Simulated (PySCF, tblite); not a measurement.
# C4F3NO: geometry, infrared bands and NMR shifts

Wanted: the infrared bands and NMR shifts of C4F3NO (`N#C[C@@]1(F)OC(F)=C1F`), by calculation.

The runs use tblite 0.8.0 and PySCF 2.14.0, with density-fitted response routines of our own; the level of theory stands in each step. All values are computed, except where a source is named. Atoms count from 0, in the outputs and in this text.

## Step 1: The starting structure

9 atoms, charge 0, multiplicity 1; geometry from: force field or distance geometry start.

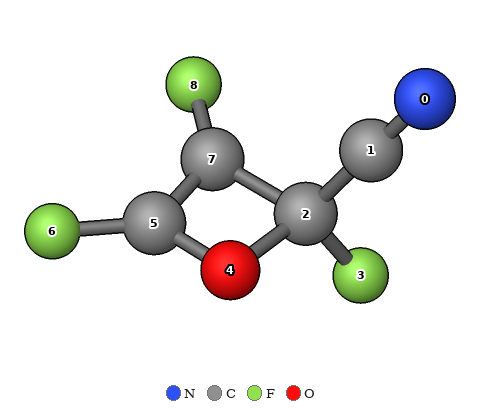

The starting geometry (nitrogen blue, carbon grey, fluorine green, oxygen red), atoms numbered; sticks join atoms by distance.

## Step 2: Geometry optimisation with GFN2-xTB

Job settings and geometry (Å):

```
{"job": {"kind": "relax", "xc": "GFN2-xTB", "basis": "xTB"}, "charge": 0, "multiplicity": 1}
N      2.692100    -0.040700     0.927400
C      1.679000    -0.229000     0.356900
C      0.443200    -0.472700    -0.329800
F      0.627500    -1.218400    -1.446100
O     -0.586700    -1.016100     0.551100
C     -1.343900     0.019700     0.392000
F     -2.553800     0.330100     0.877500
C     -0.470800     0.718400    -0.378700
F     -0.472900     1.914800    -0.975400
```

Started as:

```bash
$ OMP_NUM_THREADS=1 python probes_run.py task.json out
```

This one command runs all jobs of the session in turn.

Standard output:

```text
step      E/eV     max force
  0    -805.43347    4.948
  1    -805.04873   18.248
  2    -805.66817    4.040
  3    -805.83983    1.345
  4    -805.86432    0.628
  5    -805.87634    0.739
  6    -805.88765    0.651
  7    -805.89750    0.188
  8    -805.89974    0.150
  9    -805.90361    0.192
 10    -805.90435    0.103
 11    -805.90490    0.103
 12    -805.90533    0.112
 13    -805.90568    0.067
 14    -805.90581    0.031
 15    -805.90588    0.031
 16    -805.90598    0.051
 17    -805.90610    0.062
 18    -805.90622    0.053
 19    -805.90632    0.029
 20    -805.90643    0.054
 21    -805.90659    0.072
 22    -805.90677    0.061
 23    -805.90692    0.038
 24    -805.90701    0.031
 25    -805.90708    0.040
 26    -805.90714    0.034
 27    -805.90718    0.019
 28    -805.90719    0.010
 29    -805.90720    0.015
 30    -805.90722    0.018
 31    -805.90723    0.014
 32    -805.90724    0.008
```

Wall time 0.14 s (1 thread of Arm Neoverse V1, shared host).

The steps of the relaxation: (the energy doesn't fall at every step)

```csv
step,energy from step 0 (eV),largest force (eV/Å)
0,0.0000,4.9479
1,0.3847,18.2478
2,-0.2347,4.0396
3,-0.4064,1.3446
4,-0.4308,0.6280
5,-0.4429,0.7394
6,-0.4542,0.6506
7,-0.4640,0.1876
8,-0.4663,0.1501
9,-0.4701,0.1921
10,-0.4709,0.1028
11,-0.4714,0.1032
12,-0.4719,0.1118
13,-0.4722,0.0673
14,-0.4723,0.0312
15,-0.4724,0.0307
16,-0.4725,0.0515
17,-0.4726,0.0624
18,-0.4727,0.0533
19,-0.4728,0.0287
20,-0.4730,0.0544
21,-0.4731,0.0721
22,-0.4733,0.0611
23,-0.4734,0.0382
24,-0.4735,0.0313
25,-0.4736,0.0404
26,-0.4737,0.0338
27,-0.4737,0.0192
28,-0.4737,0.0104
29,-0.4737,0.0147
30,-0.4737,0.0178
31,-0.4738,0.0136
32,-0.4738,0.0079
```

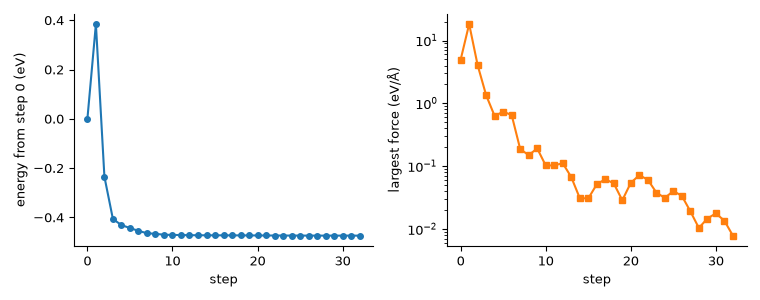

Energy and force, step by step.

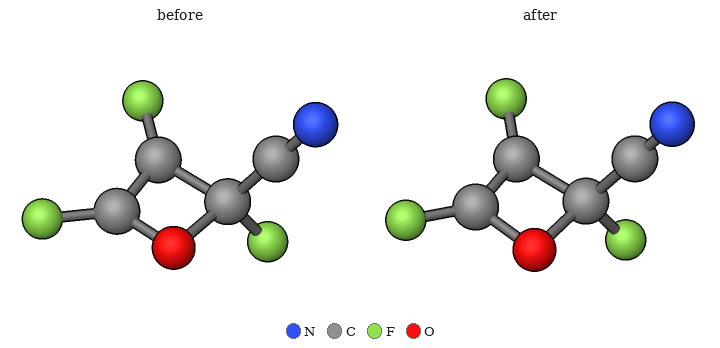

Before and after, at one scale.

Close pairs (by a distance rule), those that changed most:

```csv
bond,before (Å),after (Å),change (Å)
O4–C5,1.293,1.381,+0.089
C5–F6,1.340,1.300,-0.040
N0–C1,1.178,1.140,-0.038
C2–C7,1.502,1.529,+0.027
C5–C7,1.358,1.332,-0.026
C1–C2,1.435,1.456,+0.021
C7–F8,1.337,1.321,-0.016
C2–O4,1.460,1.445,-0.015
```

The next job starts from the end point, and lists it.

## Step 3: Harmonic vibrations with GFN2-xTB

Job settings and geometry (Å):

```
{"job": {"kind": "ir", "xc": "GFN2-xTB", "basis": "xTB"}, "charge": 0, "multiplicity": 1}
N      2.642874    -0.028324     0.947089
C      1.671233    -0.240102     0.390637
C      0.421102    -0.468465    -0.319589
F      0.611224    -1.191670    -1.437175
O     -0.590889    -1.065497     0.521017
C     -1.338803     0.086436     0.372346
F     -2.483906     0.253825     0.964291
C     -0.506682     0.741477    -0.435661
F     -0.412591     1.918314    -1.028135
```

Standard output:

```text
mode    cm-1     km/mol
  1      88.8      2.47
  2     109.6      2.33
  3     194.9      2.12
  4     223.0      6.68
  5     265.4     13.63
  6     348.9      2.14
  7     423.8      1.84
  8     458.7     10.58
  9     498.9     13.19
 10     537.0     32.07
 11     617.3      2.36
 12     629.4      7.67
 13     729.2     23.07
 14     836.6      2.00
 15     977.9    160.39
 16    1134.6     75.80
 17    1148.1    191.56
 18    1238.3    267.97
 19    1325.1    265.20
 20    1845.1    124.60
 21    2414.0     63.91
```

Wall time 0.2 s (1 thread of Arm Neoverse V1, shared host).

Which atoms move in the most intense modes:

```csv
cm⁻¹,km/mol,atoms
537,32.1,"C5 26 %, O4 23 %, N0 16 %, C1 14 %"
978,160.4,"C2 41 %, C7 22 %, O4 17 %, F6 10 %"
1135,75.8,"C2 64 %, O4 14 %"
1148,191.6,"C2 64 %, F3 17 %, O4 10 %"
1238,268.0,"C5 28 %, C7 24 %, C2 21 %, O4 20 %"
1325,265.2,"C5 46 %, C7 30 %, F6 12 %"
1845,124.6,"C5 48 %, C7 47 %"
2414,63.9,"C1 59 %, N0 40 %"
```

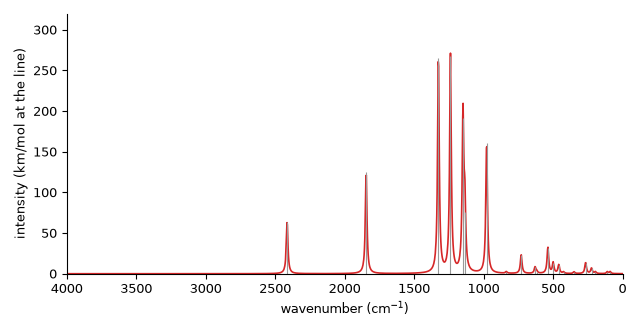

The infrared spectrum from these modes, unscaled. Lines are broadened to a width of 14 cm⁻¹ (Lorentzian).

## Step 4: Shielding tensors: PBE0/pcSseg-1

The job, as its differences from that of step 3:

```diff
@@ -1,2 +1,2 @@
-{"job": {"kind": "ir", "xc": "GFN2-xTB", "basis": "xTB"}, "charge": 0, "multiplicity": 1}
+{"job": {"kind": "nmr", "xc": "PBE0", "basis": "pcSseg-1"}, "charge": 0, "multiplicity": 1}
 N      2.642874    -0.028324     0.947089
```

Method: GIAO PBE0/pcSseg-1 NMR shielding, non-relativistic, gas phase.

Standard output:

```text
coarse grid: 9752 points
cycle   1  E = -580.8741162841  dE =  1.978e+00  |g| = 1.012e+00  |ddm| = 3.101e+00
cycle   2  E = -580.4106586498  dE =  4.635e-01  |g| = 1.884e+00  |ddm| = 1.746e+00
cycle   3  E = -581.0474324643  dE = -6.368e-01  |g| = 2.752e-01  |ddm| = 1.267e+00
cycle   4  E = -581.0599050538  dE = -1.247e-02  |g| = 1.249e-01  |ddm| = 2.283e-01
cycle   5  E = -581.0630191358  dE = -3.114e-03  |g| = 2.020e-02  |ddm| = 8.620e-02
cycle   6  E = -581.0630771902  dE = -5.805e-05  |g| = 8.492e-03  |ddm| = 1.753e-02
cycle   7  E = -581.0630912067  dE = -1.402e-05  |g| = 2.411e-03  |ddm| = 7.228e-03
cycle   8  E = -581.0630924230  dE = -1.216e-06  |g| = 7.023e-04  |ddm| = 2.384e-03
final grid: 101848 points
cycle   9  E = -581.1451495236  dE = -2.954e-05  |g| = 9.946e-03  |ddm| = 2.500e-02
cycle  10  E = -581.1451225470  dE =  2.698e-05  |g| = 1.613e-02  |ddm| = 1.469e-02
cycle  11  E = -581.1451661755  dE = -4.363e-05  |g| = 1.089e-03  |ddm| = 9.233e-03
cycle  12  E = -581.1451664135  dE = -2.380e-07  |g| = 4.271e-04  |ddm| = 1.190e-03
cycle  13  E = -581.1451664495  dE = -3.600e-08  |g| = 8.242e-05  |ddm| = 3.749e-04
cycle  14  E = -581.1451664505  dE = -1.040e-09  |g| = 3.742e-05  |ddm| = 8.531e-05
cycle  15  E = -581.1451664507  dE = -2.278e-10  |g| = 1.641e-05  |ddm| = 2.957e-05
converged SCF energy = -581.1451664507

GIAO shielding tensors (ppm)
atom      isotropic    diamagn.    paramagn.     s11        s22        s33       span
  0 N      -51.769     337.034    -388.802   -225.810   -209.165    279.669    505.479
  1 C       71.436     261.351    -189.915    -41.768    -37.742    293.818    335.585
  2 C       86.535     241.523    -154.988     63.291     84.136    112.180     48.889
  3 F      314.848     468.723    -153.875    233.893    316.771    393.881    159.988
  4 O      166.062     398.331    -232.269     79.010    163.943    255.234    176.224
  5 C       30.989     253.508    -222.519    -33.853     52.841     73.979    107.832
  6 F      257.289     468.602    -211.313    181.301    283.616    306.949    125.649
  7 C       61.234     252.616    -191.382     20.372     71.877     91.451     71.079
  8 F      338.568     469.809    -131.241    317.149    339.795    358.760     41.611
```

Run time: 20 s. Hardware: 1 thread of Arm Neoverse V1, shared host; peak memory 0.77 GiB.

Shifts follow as δ = σ(reference) − σ, with reference shieldings (ppm) from runs at the same level and on the same kind of geometry: ¹³C TMS 186.9, ¹⁹F CFCl3 170.9, ¹⁵N NH3 267.7, ¹⁷O H2O 336.1. The references are single molecules in the gas phase, so shifts against H2O, NH3, PH3, H3PO4 or CFCl3 are not on the usual liquid scales and can be off by tens of ppm.

```csv
atoms,environment,σ (ppm),δ (ppm),δ scaled to CDCl3
C5,alkene carbon bearing oxygen,31.0,155.9,150.3
C7,β carbon of an enol-ether or enamine type C=C,61.2,125.7,120.8
C1,nitrile carbon,71.4,115.5,110.8
C2,allylic fully substituted sp3 carbon bonded to F and O,86.5,100.4,96.1
N0,nitrile nitrogen,-51.8,319.5,–
F6,vinylic fluorine,257.3,-86.3,–
F3,fluorine on an sp3 carbon,314.8,-143.9,–
F8,vinylic fluorine,338.6,-167.6,–
O4,ether oxygen,166.1,170.0,–
```

The scaled column applies a straight-line fit of computed shieldings to shifts measured in CDCl3, and one for carbons that bear F (root-mean-square error 0.16 ppm for H, 1.9 ppm for C).

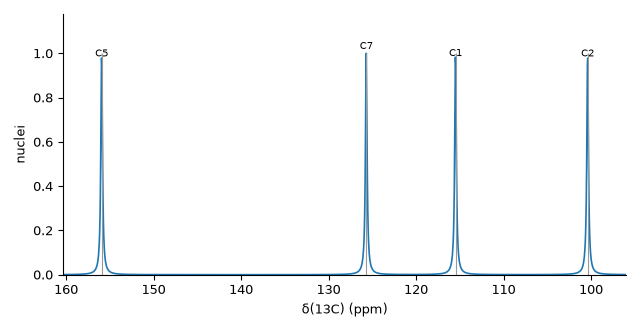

¹³C lines at the computed shifts, without couplings. Lines are broadened to a width of 0.22 ppm (Lorentzian).

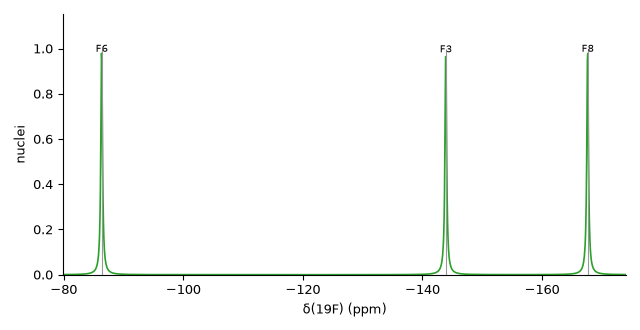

¹⁹F lines at the computed shifts, without couplings. Lines are broadened to a width of 0.33 ppm (Lorentzian).

Charges from the same density, by scheme (e):

```csv
atoms,Mulliken,IAO,Hirshfeld,ESP fit
N0,-0.20,-0.16,-0.16,-0.37
C1,0.16,0.11,0.07,0.29
C2,0.46,0.46,0.19,0.50
F3,-0.24,-0.25,-0.07,-0.18
O4,-0.41,-0.35,-0.13,-0.35
C5,0.54,0.46,0.16,0.39
F6,-0.19,-0.19,-0.02,-0.07
C7,0.11,0.14,0.02,-0.16
F8,-0.22,-0.22,-0.06,-0.06
```

Hirshfeld charges:

```csv
atom,value (e)
N0,-0.16
C1,0.07
C2,0.19
F3,-0.07
O4,-0.13
C5,0.16
F6,-0.02
C7,0.02
F8,-0.06
```

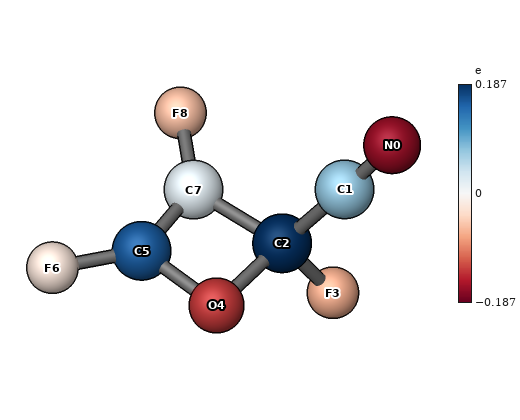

Hirshfeld charges, as colours on the atoms.

Mayer bond orders: N0–C1 3.01, C1–C2 0.90, C2–F3 1.00, C2–O4 0.84, O4–C5 0.98, C5–F6 1.08, C5–C7 1.66, C7–F8 1.02, C7–C2 0.98.

Ring of atoms C2, O4, C5, C7: NICS(0) -16.1, NICS(1) -2.5, NICS(1)zz -0.5 ppm (means of both faces).

Orbitals, density, ELF and potential are computed afterwards from the orbital file.

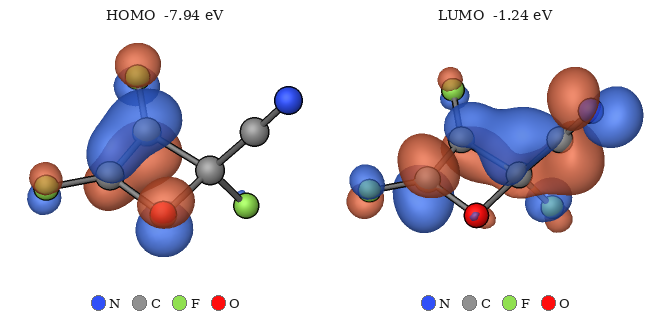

Frontier orbitals at PBE0/pcSseg-1; each surface holds 70 % of the orbital's density, blue and red mark the sign.

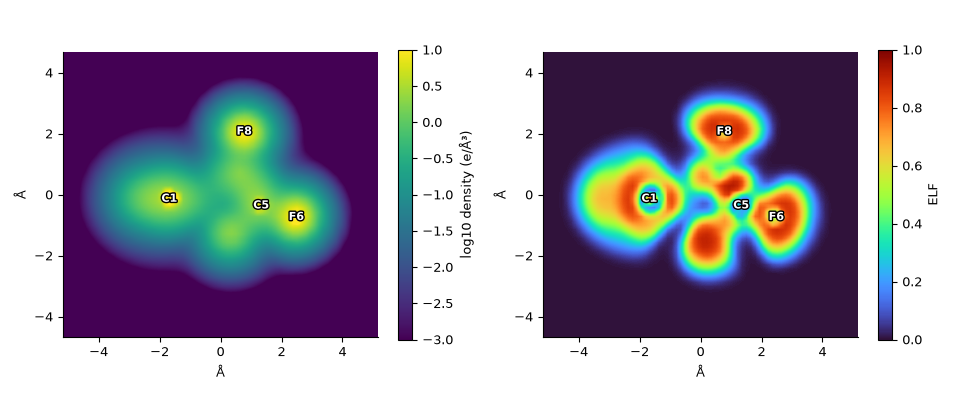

Density (left) and ELF (right) in a plane through or near 4 of the atoms.

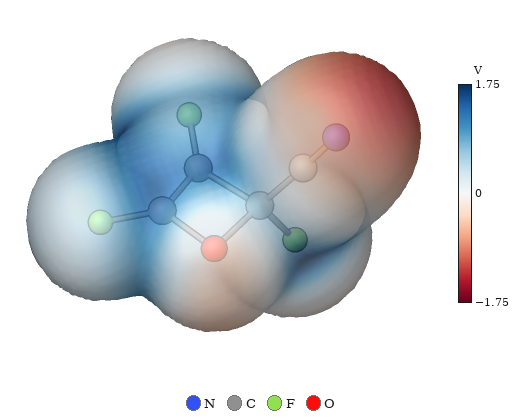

The potential that a unit positive charge feels on the 0.002 e/bohr³ surface, from -1.23 V near N0 to 1.75 V near C2.

## Step 5: Results

| quantity | value |
| --- | --- |
| strongest single infrared mode (GFN2-xTB) | 1238 cm⁻¹, 268 km/mol |
| zero-point energy (GFN2-xTB) | 22.9 kcal/mol |
| ¹³C shifts against TMS (PBE0/pcSseg-1) | 155.9, 125.7, 115.5, 100.4 ppm |
| ¹⁵N shifts against NH3 (PBE0/pcSseg-1) | 319.5 ppm |
| ¹⁹F shifts against CFCl3 (PBE0/pcSseg-1) | -86.3, -143.9, -167.6 ppm |
| ¹⁷O shifts against H2O (PBE0/pcSseg-1) | 170.0 ppm |
| surface potential, least and greatest | -1.23 V and 1.75 V |

The optimisation took 32 steps and gained 0.474 eV; among the close pairs (by a distance rule), O4–C5 changed most, from 1.293 to 1.381 Å. All 21 modes are real, so the xTB geometry is a minimum. The strongest single mode, at 1238 cm⁻¹, has its largest shares on C5, C7, C2 and O4 (the list is cut at 4 atoms). Unscaled tight-binding wavenumbers are off by several per cent, some by more. Its intensities can rank the bands wrongly. The most deshielded carbon is C5 (alkene carbon bearing oxygen), at 155.9 ppm: an sp2 carbon further deshielded by the attached heteroatom. At PBE0/pcSseg-1: Shielding is most anisotropic at N0 (span 505 ppm, paramagnetic term -389 ppm). By nearest atom (PBE0/pcSseg-1), the HOMO sits on C7 36 %; O4 23 % and the LUMO on C5 22 %; N0 20 %.
